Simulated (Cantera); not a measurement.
Feed: 1 mol N2O, 0.023 mol SO2, 1.1 mol N2, at 8.25 Torr.

Cantera equilibrium calculation (NASA polynomials, part measured and part estimated; ideal gas, pure solids and liquids). Candidate condensed phases: S; 17 gas species. Kinetics and transport are ignored.

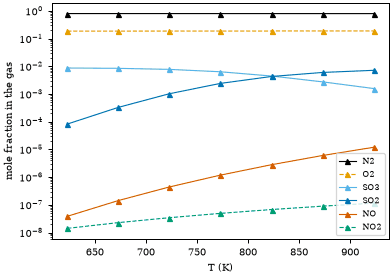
Figure: Equilibrium gas composition (values under 1e-9 drawn at 1e-9)

From 623 K to 923 K nothing is condensed.
